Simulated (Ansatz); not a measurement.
CH$_{5}$OSe: several calculations on one system

**1. Relaxation**

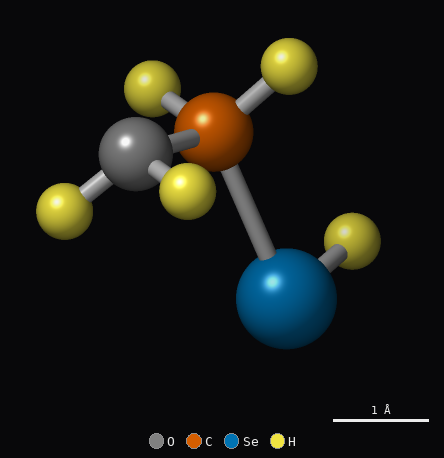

Starting structure of CH₅OSe (charge +1). Style: ball-and-stick. Shown from a free direction.

The run prepares an end point of a later path (torsion) calculation, from a guessed geometry.

Theory: RKS B3LYP-D4/def2-SVP (Ansatz).

The input:
```yaml
crystal:
  periodic: [false, false, false]
  atoms:
    - { symbol: O, position_ang: [-0.30333, 1.07601, -0.69876] }
    - { symbol: C, position_ang: [0.45539, 0.03729, -0.00243] }
    - { symbol: Se, position_ang: [-0.81398, -1.32029, 0.80327] }
    - { symbol: H, position_ang: [-0.83505, 0.67808, -1.42689] }
    - { symbol: H, position_ang: [-0.89972, 1.54257, -0.06796] }
    - { symbol: H, position_ang: [1.11382, -0.42945, -0.73799] }
    - { symbol: H, position_ang: [1.04403, 0.53274, 0.77169] }
    - { symbol: H, position_ang: [0.23883, -2.11694, 1.35907] }
total_charge: 1
basis:
  gaussian: { orbitals: def2-SVP }
hamiltonian:
  xc: b3lyp
  dispersion: d4
relax:
  f_tol: 0.015
  max_steps: 40
```

Launched with:
```bash
ansatz run input.yaml --threads 1 --pin off --max-ram 2048MiB --backend cpu --events-out ev --progress --plain --runs-dir out
```

Where does the relaxation end?

H8 moves most after the best rigid fit: 1.13 Å. Largest moves by element: H 1.13 Å, Se 0.85 Å, C 0.26 Å, O 0.15 Å. Near-neighbour distances that change, for instance: O1–C2 1.463 → 1.593 Å, C2–Se3 2.026 → 1.904 Å, Se3–H8 1.432 → 1.479 Å. Among the angles between lasting bonds that change: O1–C2–H6 107.2° → 100.8°, Se3–C2–H7 111.1° → 116.2°, O1–C2–Se3 109.9° → 114.2°. Groups turn about C2–Se3 by about 95°. The energy falls by 10.9 kcal/mol in 25 accepted moves (26 points after the start). The largest force component goes from 1.5 to 0.01 eV/Å. The line search rejected the trial step at point 16 of the run. The forces were under the threshold at step 5, but the run went on from there.

Step by step:

```
step  E − E(0), kcal/mol  largest force component, eV/Å      note
   0                0.00                         1.4503          
   1               -1.50                         0.6412          
   2               -2.36                         0.2663          
   3               -2.48                         0.0936          
   4               -2.50                         0.1372          
   5               -2.51                         0.0053          
   6               -2.51                         0.0142          
   7               -2.52                         0.0153          
   8               -2.73                         0.1086          
   9               -3.52                         0.5098          
  10               -4.52                         0.9322          
  11               -7.06                         0.5988          
  12               -9.02                         0.3476          
  13              -10.26                         0.2616          
  14              -10.59                         0.2491          
  15              -10.62                         0.0399          
  16              -10.60                         0.2758  rejected
  17              -10.65                         0.1025          
  18              -10.69                         0.1537          
  19              -10.72                         0.1128          
  20              -10.73                         0.1294          
  21              -10.78                         0.3352          
  22              -10.86                         0.0433          
  23              -10.88                         0.0167          
  24              -10.88                         0.0600          
  25              -10.88                         0.0317          
  26              -10.88                         0.0100
```

The structure at the end:

```xyz
8

O    -0.3741    1.0216   -0.5769
C     0.6209   -0.1293   -0.1036
Se   -0.2405   -1.7641    0.3556
H    -0.9834    0.7217   -1.2872
H    -0.9218    1.3872    0.1507
H     1.2446   -0.2428   -0.9976
H     1.1628    0.3756    0.7035
H    -0.5086   -1.3698    1.7554
```

After the run, drawn alike:

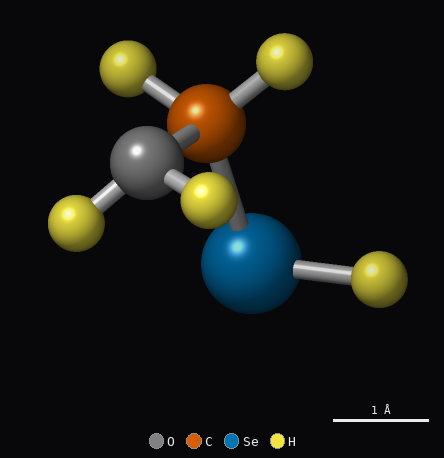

**2. Relaxation**

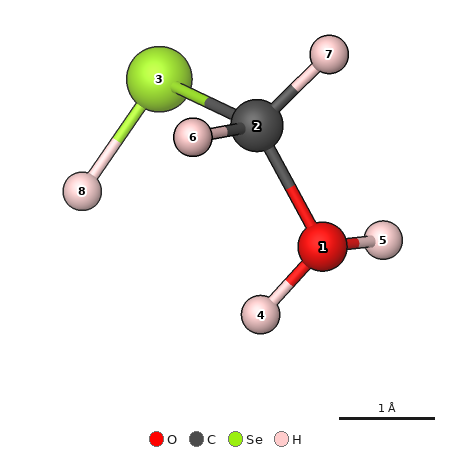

This is the input geometry for a relaxation of CH5OSe (charge +1). A ball-and-stick model, seen at a tilt.

The run prepares an end point of a later path (torsion) calculation, from a guessed geometry.

These are results of Ansatz, RKS B3LYP-D4/def2-SVP, not measurements.

Input file:
```yaml
crystal:
  periodic: [false, false, false]
  atoms:
    - { symbol: O, position_ang: [-0.30333, 1.07601, -0.69876] }
    - { symbol: C, position_ang: [0.45539, 0.03729, -0.00243] }
    - { symbol: Se, position_ang: [-0.81398, -1.32029, 0.80327] }
    - { symbol: H, position_ang: [-0.83505, 0.67808, -1.42689] }
    - { symbol: H, position_ang: [-0.89972, 1.54257, -0.06796] }
    - { symbol: H, position_ang: [1.11382, -0.42945, -0.73799] }
    - { symbol: H, position_ang: [1.04403, 0.53274, 0.77169] }
    - { symbol: H, position_ang: [-1.38173, -1.68196, -0.46118] }
total_charge: 1
basis:
  gaussian: { orbitals: def2-SVP }
hamiltonian:
  xc: b3lyp
  dispersion: d4
relax:
  f_tol: 0.015
  max_steps: 40
output:
  orbitals: {}
```

Command:
```bash
ansatz run input.yaml --threads 1 --pin off --max-ram 2048MiB --backend cpu --events-out ev --progress --plain --runs-dir out
```

Predict the outcome.

The energy falls by 0.284 eV in 10 accepted moves (12 points after the start). The largest force component goes from 2 to 0.0083 eV/Å. The line search rejected the trial steps at points 3, 5 of the run. The forces were under the threshold at step 8, but the run went on from there. The atom that moves furthest after the best rigid fit is H8 (0.42 Å). Largest moves by element: H 0.42 Å, C 0.13 Å, O 0.12 Å, Se 0.12 Å. Among the contacts that change: O1–C2 1.463 → 1.593 Å, C2–Se3 2.026 → 1.904 Å, Se3–H8 1.432 → 1.479 Å, O1–H4 0.986 → 0.981 Å. Among the angles between lasting bonds that change: O1–C2–H6 107.2° → 101.3°, Se3–C2–H6 111.1° → 116.2°, O1–C2–Se3 109.9° → 114.2°. Groups turn about C2–Se3 by about 25°.

Step by step:

```json
{"step": "0", "E − E(0), eV": "0.0000", "largest force component, eV/Å": "1.9918", "note": ""}
{"step": "1", "E − E(0), eV": "-0.1545", "largest force component, eV/Å": "1.2060", "note": ""}
{"step": "2", "E − E(0), eV": "-0.2274", "largest force component, eV/Å": "0.7928", "note": ""}
{"step": "3", "E − E(0), eV": "-0.2061", "largest force component, eV/Å": "1.0720", "note": "rejected"}
{"step": "4", "E − E(0), eV": "-0.2744", "largest force component, eV/Å": "0.3078", "note": ""}
{"step": "5", "E − E(0), eV": "-0.2734", "largest force component, eV/Å": "0.1948", "note": "rejected"}
{"step": "6", "E − E(0), eV": "-0.2823", "largest force component, eV/Å": "0.0767", "note": ""}
{"step": "7", "E − E(0), eV": "-0.2831", "largest force component, eV/Å": "0.0307", "note": ""}
{"step": "8", "E − E(0), eV": "-0.2833", "largest force component, eV/Å": "0.0052", "note": ""}
{"step": "9", "E − E(0), eV": "-0.2834", "largest force component, eV/Å": "0.0277", "note": ""}
{"step": "10", "E − E(0), eV": "-0.2835", "largest force component, eV/Å": "0.0275", "note": ""}
{"step": "11", "E − E(0), eV": "-0.2835", "largest force component, eV/Å": "0.0197", "note": ""}
{"step": "12", "E − E(0), eV": "-0.2835", "largest force component, eV/Å": "0.0083", "note": ""}
```

Final geometry:

```xyz
8

O    -0.2872    1.1921   -0.6882
C     0.3776   -0.0690    0.0215
Se   -0.8689   -1.2372    0.8626
H    -0.7685    0.9694   -1.5139
H    -0.9110    1.6693   -0.0973
H     0.9613   -0.4958   -0.8013
H     1.0214    0.4249    0.7582
H    -1.1453   -2.0188   -0.3619
```

After the run, drawn alike:

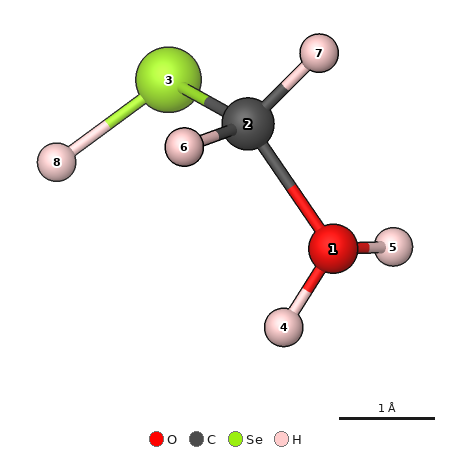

**3. Path**

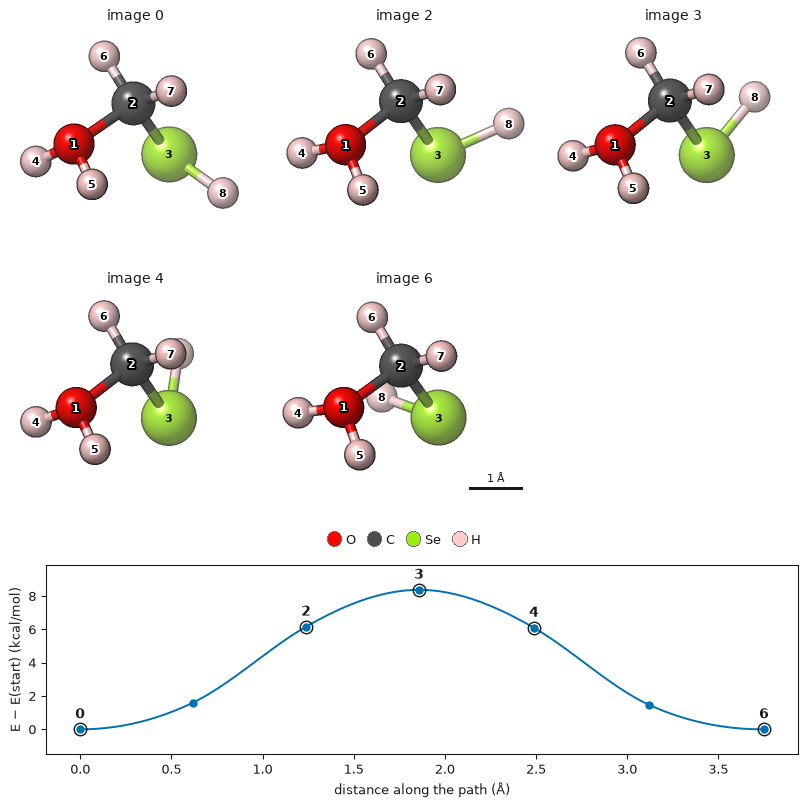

A nudged-elastic-band calculation for CH$_{5}$OSe (charge +1). Images are numbered from 0 (start) to 6 (end). The picture is a ball-and-stick view, seen at a tilt.

Level of theory: RKS B3LYP-D4/def2-SVP in Ansatz. Set-up: 5 movable images; climbing image; force threshold 0.03 eV/Å; iteration limit 60; starting path through a guess of the saddle point.

Question: Describe the mechanism and the energy profile.

Answer: The motion is a rotation about the C2–Se3 bond by about 190°. No bond forms or breaks between the ends. Bond angles that change up to the highest image, for instance: O1–C2–Se3 114.2° → 108.4°, C2–Se3–H8 94.7° → 91.2°. The two ends have the same energy, and the highest point, image 3, lies 8.4 kcal/mol above the start. The band converged in 14 iterations. The largest component of the band force went from 110 to 0.029 eV/Å. The climbing image converged on the top of the path. Its vibrational analysis gives one imaginary mode (300i cm⁻¹), as a transition state must have.

The run took 79 s on 1 thread of AMD EPYC 9R45 96-Core Processor (Zen 5) (shared host), peak memory 0.19 GiB.
